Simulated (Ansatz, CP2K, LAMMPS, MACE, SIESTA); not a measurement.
**Ga2O3 with crystalline order left by the classical run (100 atoms) in other programs, against a plane-wave reference**

How near do other programs and methods come to a plane-wave reference for Ga2O3 with crystalline order left by the classical run (100 atoms)? A plane-wave run serves as the reference.

Method: Kohn-Sham DFT, PBE, PAW, plane waves, in Ansatz 0.2.0.

## Step 1: The starting structure

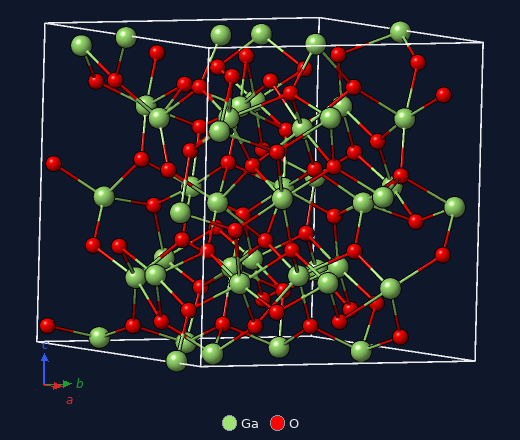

Start, viewed slightly off an axis; gallium green, oxygen red. Some periodic images of atoms are drawn too.

The cell holds 100 atoms: 40 Ga and 60 O. Cell: a = 10.043 Å, b = 10.043 Å, c = 10.043 Å, α = 90.0°, β = 90.0°, γ = 90.0°. 100 atoms (40 Fe, 60 O) placed at random at 4.44 g/cm³, melted at 5000 K for 10 ps at fixed volume with the Morse and Coulomb pair potential with partial charges (Pedone, Malavasi, Menziani, Cormack and Segre, J. Phys. Chem. B 110, 11780 (2006)). Quenched from 5000 K to 300 K at 100 K/ps and fixed volume, held 10 ps at zero pressure, then minimised at fixed cell. Then Fe was replaced by Ga and the cell scaled by 1.003 (the potential has no terms for the new elements, so the cell is a start for a DFT relaxation).

## Step 2: Plane-wave reference

The PAW files are the set soft_2.

Input file input.yaml:

```yaml
crystal:
  lattice:
    - [10.04318, 0.0, 0.0]
    - [0.0, 10.04318, 0.0]
    - [0.0, 0.0, 10.04318]
  atoms:
    - { symbol: Ga, position: [0.17661, 0.89339, 0.51604] }
    - { symbol: Ga, position: [0.4451, 0.61884, 0.50574] }
    - { symbol: Ga, position: [0.24432, 0.4027, 0.49811] }
    - { symbol: Ga, position: [0.23475, 0.40304, 0.00853] }
    [... 90 atom lines left out ...]
    - { symbol: O, position: [0.42959, 0.03344, 0.33242] }
    - { symbol: O, position: [0.16933, 0.47281, 0.67908] }
    - { symbol: O, position: [0.8918, 0.53186, 0.60954] }
    - { symbol: O, position: [0.28221, 0.56819, 0.9087] }
    - { symbol: O, position: [0.62154, 0.6245, 0.57886] }
    - { symbol: O, position: [0.03803, 0.01453, 0.05261] }
kpoints:
  mp_grid: { grid: [1, 1, 1] }
hamiltonian:
  xc: pbe
scf:
  occupations: { method: fermi_dirac, width: 0.05 }
output:
  forces: true
  eigenvalues: true
```

Run with:

```sh
$ ansatz run input.yaml --threads 8 --pin off --max-ram 31232MiB --backend cpu --events-out ev --progress --plain --runs-dir out
```

Numbers of over 12 decimals in the logs are rounded to 6 here.

Log:

```text
[...]
Pseudopotentials: kind: paw
Pseudopotential: Ga, paw, valence charge 13, recommended cutoff 420 eV (normal), Ga.paw.azcp
Pseudopotential: O, paw, valence charge 6, recommended cutoff 420 eV (normal), O.paw.azcp
[... 5 lines on functional and potentials left out ...]
Crystal: 100 atoms, lattice volume = 1013.010 Å³
Basis set: ecut = 420 eV, 19837 PW (Γ), exchange–correlation on 144×144×144 points (8 copies of the dense FFT grid, shifted against one another)
Bands: 540, of which v1, the nominal top of the filled ones, is band 440 counted from 1 (439 counted from 0)
Symmetry: 1 space group operations
Space group: P1 (ITA 1), of the structure as read, at distance tolerance 1.0e-4 Å
k-points: 1
[... 5 lines on functional and potentials left out ...]
Initial density: superposition of atomic densities (neutral atoms: chi_scale 0, normalization atom), corrected by the library's trained network
Initial wavefunctions: pseudopotential atomic-orbital guess
[...]
SCF iter   1: F=—  HF=-185389.344480 eV  |F-HF|=—  |Δ(HF+E_count)|=         —  Δρ=2.15e-3  dr2=6.59e-2  ethr=1.77e-3  ⟨swp⟩=5.0  Hψ=1824  notcnv=0  defer=91
preconditioner: auto → Resta (q_TF=auto, 2.665 Å⁻¹)  ε∞=4.7  [insulator: Δε(μ)=1.865 eV  Ē_g=17.873 eV  σ=0.050 eV  W_gap=1.00  n_scr=340 (ndim 8)  ℏωp=34.6 eV  f_vac=0.036  D(μ)=0.00/eV (n_scr^D=0)  ε∞_Penn≈4.7]
SCF iter   2: F=—  HF=-185389.335638 eV  |F-HF|=—  |Δ(HF+E_count)|=   8.84e-3  Δρ=1.14e-3  dr2=1.43e-2  ethr=7.49e-6  ⟨swp⟩=2.0  Hψ=1059  notcnv=0  defer=93
SCF iter   3: F=—  HF=-185389.336491 eV  |F-HF|=—  |Δ(HF+E_count)|=   8.53e-4  Δρ=4.70e-4  dr2=3.71e-3  ethr=1.62e-6  ⟨swp⟩=2.0  Hψ=835  notcnv=0  defer=63
automatic band count: iteration 3 solves 510 bands in place of 540: the levels show a gap, and the empty bands left out lie too high to hold charge; the band table lists the bands solved (type scf.n_extra_bands for more)
SCF iter   4: F=—  HF=-185389.336172 eV  |F-HF|=—  |Δ(HF+E_count)|=   3.19e-4  Δρ=1.57e-4  dr2=2.18e-4  ethr=4.22e-7  ⟨swp⟩=2.0  Hψ=838  notcnv=0  defer=63
SCF iter   5: F=—  HF=-185389.336195 eV  |F-HF|=—  |Δ(HF+E_count)|=   2.34e-5  Δρ=8.26e-5  dr2=5.75e-5  ethr=2.47e-8  ⟨swp⟩=2.0  Hψ=863  notcnv=0  defer=63
SCF iter   6: F=—  HF=-185389.337692 eV  |F-HF|=—  |Δ(HF+E_count)|=   1.50e-3  Δρ=1.94e-5  dr2=3.39e-6  ethr=6.53e-9  ⟨swp⟩=2.0  Hψ=885  notcnv=0  defer=63
SCF iter   7: F=—  HF=-185389.337693 eV  |F-HF|=—  |Δ(HF+E_count)|=   1.43e-6  Δρ=1.22e-5  dr2=1.21e-6  ethr=3.85e-10  ⟨swp⟩=2.0  Hψ=887  notcnv=0  defer=63
SCF iter   8: F=-185389.337693 eV  HF=-185389.337693 eV  |F-HF|=5.70e-8  |Δ(HF+E_count)|=   1.42e-7  Δρ=2.96e-6  dr2=8.79e-8  ethr=1.14e-11  ⟨swp⟩=11.0  Hψ=2479  notcnv=0
SCF 1 converged in 8 iterations: F = -185389.337693 eV  dr2 = 8.79e-8
[...]
SCF converged after 8 iterations
Free energy (F): -185389.337693 eV
Harris-Foulkes:  -185389.337693 eV  (|F-HF|=5.70e-8)
Internal energy: -185389.337693 eV  (E = F + TS)
E sigma→0 (E₀):  -185389.337693 eV
Entropy (-TS):   -0.000000 eV (-0.000 meV/atom)
Fermi energy:    9.953437 eV
--- Per-component energies (eV) ---
[...]
Σ components = -185389.337693   (vs F -185389.337693, Δ=0.00e0)
--- Forces (eV/Å), atoms counted from 1 ---
  atom   1  Ga    -0.22616339    -0.51878612     0.52816544
  atom   2  Ga     0.03478698    -0.23275006     0.22428570
  atom   3  Ga    -0.17775408    -0.28388319     0.47427442
  atom   4  Ga     0.12270974     0.02220916     0.00160040
[...]
atom 100  O      0.13778346     0.30921497    -0.08583395
  max |Σ_I F_I| component: 1.58e-4 eV/Å
--- Band table (eV) ---
  k-point 0: bands = ["-10.5634", "-10.2651", "-10.1233", "-10.0169", [... 494 levels ...], "18.2285", "18.2924", "18.3368", "18.3990", "18.5590", "18.5760", "18.6183", "18.6500", "18.7376", "18.7899", "18.8266", "18.8824"]
```

Elapsed: 17 s, on 8 threads of Arm Neoverse N1, shared host; peak memory 1.7 GiB; 2.1 min of CPU time.

The run gave:

| Property | Result |
| --- | --- |
| free energy | -185389.3377 eV |
| free energy per atom | -1853.8934 eV/atom |
| SCF cycles | 8 |
| r.m.s. force component | 0.34 eV/Å |
| longest force | 1.249 eV/Å |
| Fermi energy | 9.953 eV |
| gap (highest filled to lowest empty level) | 1.907 eV |

Neighbours are counted within 2.50 Å (O-Ga).

Length of the force by element and coordination:

| element | coordination | atoms | mean length of the force (eV/Å) | spread | least | most |
| --- | --- | --- | --- | --- | --- | --- |
| Ga | all | 40 | 0.590 | 0.249 | 0.0925 | 1.23 |
| Ga | 4 | 2 | 0.795 | 0.0211 | 0.774 | 0.816 |
| Ga | 5 | 5 | 0.718 | 0.346 | 0.297 | 1.23 |
| Ga | 6 | 33 | 0.558 | 0.225 | 0.0925 | 0.993 |
| O | all | 60 | 0.500 | 0.235 | 0.0508 | 1.25 |
| O | 3 | 12 | 0.577 | 0.282 | 0.0832 | 0.937 |
| O | 4 | 45 | 0.47 | 0.218 | 0.0508 | 1.25 |
| O | 5 | 3 | 0.637 | 0.119 | 0.533 | 0.804 |

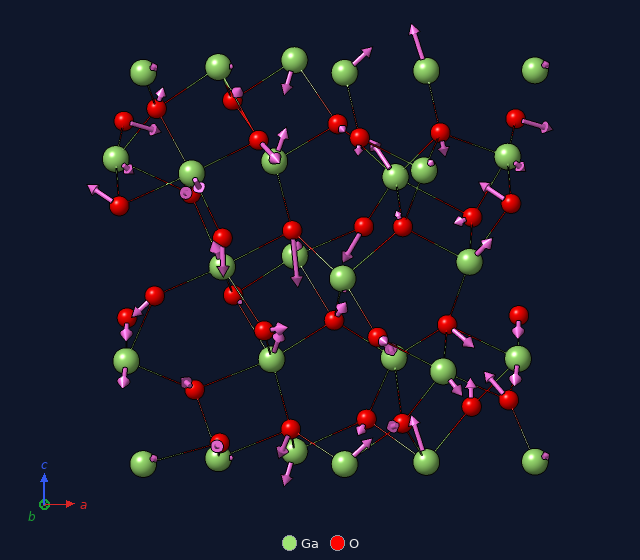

Forces as arrows; the longest in the cell is 1.25 eV/Å. Drawn is a slice 4 Å thick, seen along the normal of the ac plane. Bonds to atoms that aren't drawn are left out.

The levels nearest the highest filled one (over half full), pooled over k-points and spins:

| level less the highest filled one (eV) | occupation |
| --- | --- |
| -0.390 | 2 |
| -0.374 | 2 |
| -0.33 | 2 |
| -0.324 | 2 |
| -0.287 | 2 |
| 0 | 2 |
| 1.91 | 0 |
| 4.37 | 0 |
| 4.47 | 0 |
| 4.70 | 0 |
| 4.78 | 0 |
| 4.86 | 0 |

## Step 3: Structure statistics

Density 6.15 g/cm³, 10.13 Å³ an atom.

Pair distribution functions g(r), in bins of 0.2 Å:

| r (Å) | total | O-O | O-Ga | Ga-Ga |
| --- | --- | --- | --- | --- |
| 1.80 | 0.88 | 0.00 | 1.83 | 0.00 |
| 2.00 | 3.02 | 0.00 | 6.29 | 0.00 |
| 2.20 | 0.60 | 0.00 | 1.26 | 0.00 |
| 2.40 | 0.16 | 0.00 | 0.33 | 0.00 |
| 2.60 | 0.51 | 1.23 | 0.07 | 0.22 |
| 2.80 | 2.12 | 5.02 | 0.11 | 1.65 |
| 3.00 | 1.44 | 2.61 | 0.11 | 2.75 |
| 3.20 | 0.60 | 0.60 | 0.31 | 1.47 |
| 3.40 | 1.03 | 0.25 | 1.28 | 2.04 |
| 3.60 | 1.05 | 0.16 | 1.48 | 1.73 |
| 3.80 | 0.91 | 0.47 | 1.20 | 1.03 |
| 4.00 | 0.78 | 0.95 | 0.77 | 0.41 |
| 4.20 | 0.53 | 0.46 | 0.71 | 0.17 |
| 4.40 | 1.05 | 0.36 | 1.75 | 0.52 |
| 4.60 | 1.36 | 0.62 | 2.21 | 0.48 |
| 4.80 | 1.23 | 1.77 | 0.98 | 0.72 |

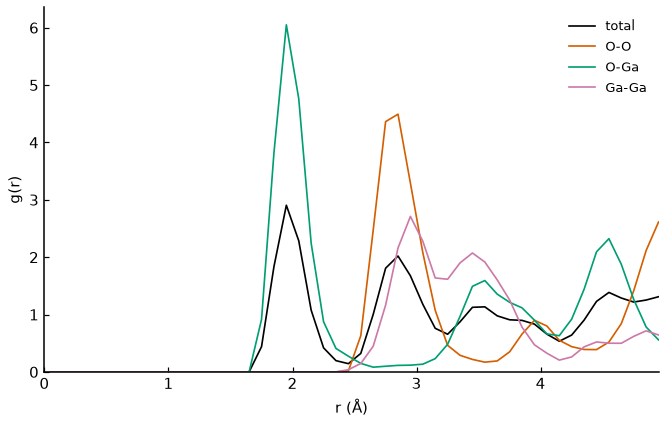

Pair distribution functions, lightly smoothed.

Bonds by pair of elements; cutoffs follow the first minimum of g(r), held within bounds set by covalent radii, and pairs that aren't listed don't count as bonded:

| pair A-B | cutoff (Å) | bonds | mean length (Å) | spread (Å) | shortest (Å) | B about A | A about B |
| --- | --- | --- | --- | --- | --- | --- | --- |
| O-Ga | 2.5 | 231 | 2.01 | 0.127 | 1.80 | 3.85 | 5.78 |

How many atoms have how many bonded neighbours:

| element | mean | 3 | 4 | 5 | 6 |
| --- | --- | --- | --- | --- | --- |
| Ga | 5.78 | 0 | 2 | 5 | 33 |
| O | 3.85 | 12 | 45 | 3 | 0 |

Oxygen atoms by the number of network formers (Si, P, Ge, B, Al, As, Ga) bound to them:

| network formers bound to O | O atoms | per cent |
| --- | --- | --- |
| 0 | 0 | 0 |
| 1 | 0 | 0 |
| 2 | 0 | 0 |
| 3 | 12 | 20 |
| 4 | 45 | 75 |
| 5 | 3 | 5 |

Network units: each former by its oxygen neighbours and how many of them bridge to another former:

| former | O neighbours | bridging O | atoms |
| --- | --- | --- | --- |
| Ga | 4 | 4 | 2 |
| Ga | 5 | 5 | 5 |
| Ga | 6 | 6 | 33 |

## Step 4: What was run beside it

The programs:
- CP2K 2026.2: Gaussian basis with GTH pseudopotentials and a plane-wave density; labels give functional, basis (MOLOPT sets; SR short-range, UZH the newer set with its own potentials), grid cutoff/relative cutoff and solver (OT: orbital transformation; TRS4, TC2, SIGN: linear-scaling purification with its sparsity filter), or its built-in tight binding.
- MACE: machine-learned potential, published weights.
- SIESTA 5.4.2: numerical atomic orbitals, whose automatically made sets are far from complete, with PseudoDojo norm-conserving potentials that we converted to its format (checked against plane waves on the same files for H, C, O, Si, Ge and Ca alone); labels give functional, basis size, energy shift and mesh cutoff.

All use the same cell and atoms; the electronic-structure runs use the same k-mesh, and an electronic temperature of 580 K (0.05 eV) where levels are smeared.

Differences are against the plane-wave reference, forces as r.m.s. over components; share is that over the reference's r.m.s. force, slope the least-squares factor from reference forces to these. Total energies of different programs have different zeros and aren't compared.

| run | Δ force, r.m.s. (meV/Å) | share (%) | slope | Δ gap (eV) | cores | CPU time | memory (GiB) |
| --- | --- | --- | --- | --- | --- | --- | --- |
| reference | - | - | - | - | 8 | 2.1 min | 1.7 |
| CP2K PBE, DZVP-MOLOPT-SR, 600/40 Ry, OT DIIS | 79.7 | 23.4 | 1.031 | -0.087 | 4 | 35 min | 4.0 |
| CP2K PBE, SZV-MOLOPT-SR, 600/40 Ry, OT DIIS (coarse) | 201 | 59.2 | 1.163 | -0.636 | 4 | 12 min | 2.4 |
| CP2K PBE, SZV-MOLOPT-SR, 600/40 Ry, TC2 filter 1e-06, SCF 1e-06 (coarse) | 202 | 59.5 | 1.175 | - | 4 | 3.3 min | 2.4 |
| MACE MP-0b2 small potential | 66.6 | 19.6 | 0.882 | - | 4 | 10 s | 0.7 |
| SIESTA PBE, DZP, shift 0.01 Ry, mesh 350 Ry | 113 | 33.1 | 1.088 | -0.163 | 4 | 17 min | 2.6 |
| SIESTA PBE, SZ, shift 0.02 Ry, mesh 350 Ry (coarse) | 219 | 64.5 | 1.125 | -0.484 | 4 | 2.4 min | 1.3 |

Rows marked coarse were listed beforehand as settings not expected to be converged; some can still land near the reference.

Times of the machine-learned potentials are mostly Python's start and the loading of weights.

CPU time is summed over cores on a shared host, where runs went side by side, so it is rough. Symmetry, cutoffs, thresholds, outputs and thread counts weren't matched or tuned between programs; memory under MPI is the largest rank's times the ranks.

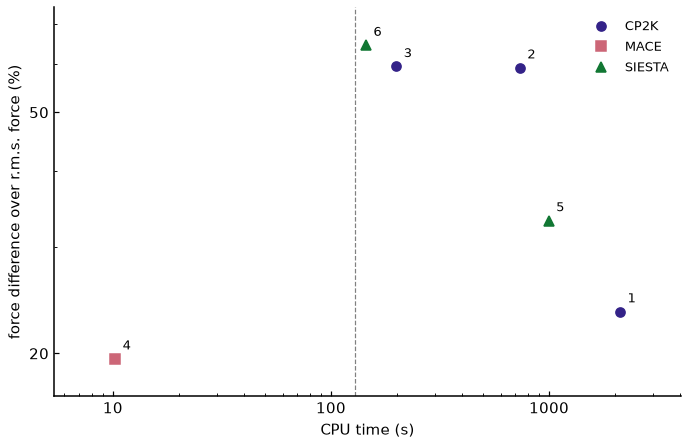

Force difference against CPU time; the dashed line marks the reference's time. Points: 1 CP2K PBE, DZVP-MOLOPT-SR, 600/40 Ry, OT DIIS; 2 CP2K PBE, SZV-MOLOPT-SR, 600/40 Ry, OT DIIS; 3 CP2K PBE, SZV-MOLOPT-SR, 600/40 Ry, TC2 filter 1e-06, SCF 1e-06; 4 MACE MP-0b2 small potential; 5 SIESTA PBE, DZP, shift 0.01 Ry, mesh 350 Ry; 6 SIESTA PBE, SZ, shift 0.02 Ry, mesh 350 Ry.

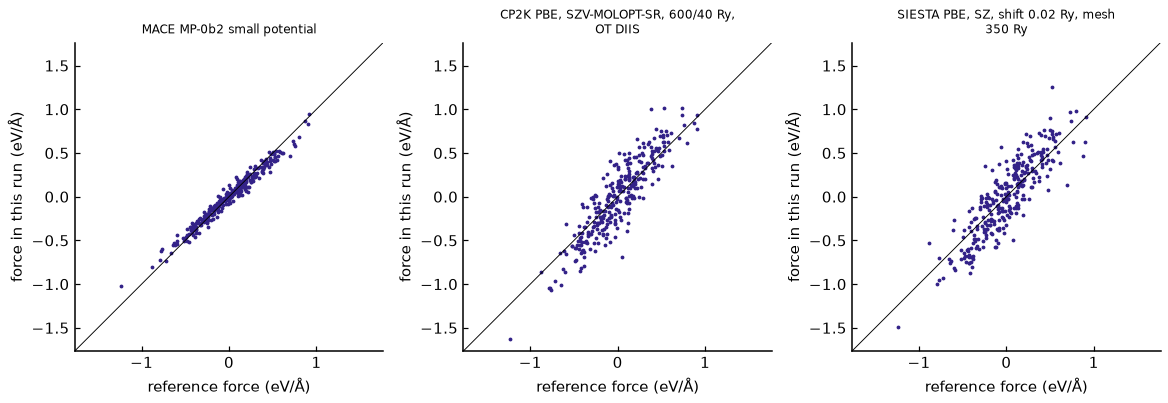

Force components against those of the reference; the line marks equality.

Mean charges by element (e), by run and scheme:

| run | scheme | Ga | O |
| --- | --- | --- | --- |
| CP2K PBE, DZVP-MOLOPT-SR, 600/40 Ry, OT DIIS | Mulliken | +0.85 | -0.57 |
| CP2K PBE, DZVP-MOLOPT-SR, 600/40 Ry, OT DIIS | Hirshfeld | +0.46 | -0.31 |
| SIESTA PBE, DZP, shift 0.01 Ry, mesh 350 Ry | Hirshfeld | +0.41 | -0.27 |

Within one program, basis, potentials and functional, energies share a zero. Each run against its twin at the usual cutoff or grid and solver:

| run | twin | Δ energy (meV/atom) | Δ force, r.m.s. (meV/Å) | CPU time over the twin's |
| --- | --- | --- | --- | --- |
| CP2K PBE, SZV-MOLOPT-SR, 600/40 Ry, TC2 filter 1e-06, SCF 1e-06 | SZV-MOLOPT-SR, 600/40 Ry, OT DIIS | 0.616 | 33.2 | 0.27 |

## Step 5: Summary of results

| Property | Result |
| --- | --- |
| reference r.m.s. force component | 0.340 eV/Å |
| nearest in forces | MACE MP-0b2 small potential, 20 % |
| farthest in forces | SIESTA PBE, SZ, shift 0.02 Ry, mesh 350 Ry (coarse), 65 % |
| cheapest electronic-structure run beside the reference | SIESTA PBE, SZ, shift 0.02 Ry, mesh 350 Ry, 2.4 min of CPU time |

The PBE runs in local orbitals, coarse settings apart, differ by 23 % (CP2K PBE, DZVP-MOLOPT-SR, 600/40 Ry, OT DIIS) to 33 % (SIESTA PBE, DZP, shift 0.01 Ry, mesh 350 Ry); basis, grid and potentials can all enter. Machine-learned potentials differ by 20 % (MACE MP-0b2 small potential); they were trained on other programs' data. Runs with settings chosen to be coarse differ by 59 % (CP2K PBE, SZV-MOLOPT-SR, 600/40 Ry, OT DIIS) to 65 % (SIESTA PBE, SZ, shift 0.02 Ry, mesh 350 Ry), their programs' other errors included. None of the electronic-structure runs in the table takes under half the reference's CPU time of 2.1 min; they take 1.1 to 16 times as much. At the same functional, gaps differ from the reference's 1.91 eV by between -0.64 and -0.09 eV. Charges hang on scheme and program or settings: among these rows the mean for Ga runs from +0.41 to +0.85 e. In the reference: filled and empty levels are parted by 1.91 eV (at Γ alone); a semilocal functional tends to put such gaps too low. In a disordered cell it changes from sample to sample, and tail or defect levels can set it. In the reference: first main peaks of g(r), for some of the pairs, lie near 2.8 Å (O-O), 2.0 Å (O-Ga) and 3.0 Å (Ga-Ga). Machine-learned potentials mimic data converged in k, so the reference's own k-point error enters their differences. The quench rate of 100 K/ps is many orders above laboratory rates, so the cell is likely richer in defects and strain than a real sample. The network of bonds at the start is that of the classical potential that made the cell, and needn't be the one that DFT or experiment would give. The electronic-structure runs sample only Γ, in a cell whose shortest periodic width is 10 Å.

[Also dropped from logs without a mark: logging warnings of Python, and SIESTA's first energy breakdown and zero terms.]

[Logs are printed without paths, hosts, clocks, repeated set-up lines and the standing remarks that a program may print on its own settings, such as how far it seeks lower states.]

[Hosts, paths, dates, database ids (printed as entryN), source tags and the programs' standing remarks are cut or masked in the printed files.]
